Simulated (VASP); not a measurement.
```
CELL_PARAMETERS angstrom
      0.00000     2.67369     2.67369
      2.67369     0.00000     2.67369
      2.67369     2.67369     0.00000
ATOMIC_POSITIONS crystal
  Mo 0.00000 0.00000 0.00000
  P  0.25000 0.25000 0.25000
```

Computed with PBEsol GGA, VASP's PBE PAW potentials (set 64) (plane waves; VASP). Settings: 400 eV cut-off, 13×13×13 Γ-centred mesh, tetrahedra with Blöchl corrections, potentials Mo_sv P.

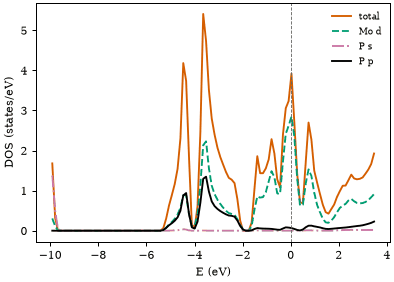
Figure: Total and projected density of states, zero at the Fermi level

Within 2 eV below the Fermi level the largest weight inside VASP's projection spheres is Mo d.

It has no gap at this level: it comes out as a metal or semimetal.

The structure was generated: MoP was put into the zinc blende type (F-43m), which need not be its known phase. It was relaxed first, which changed the volume by -30 %. The electron count is odd and the run is not spin-polarised, which forces a metal.
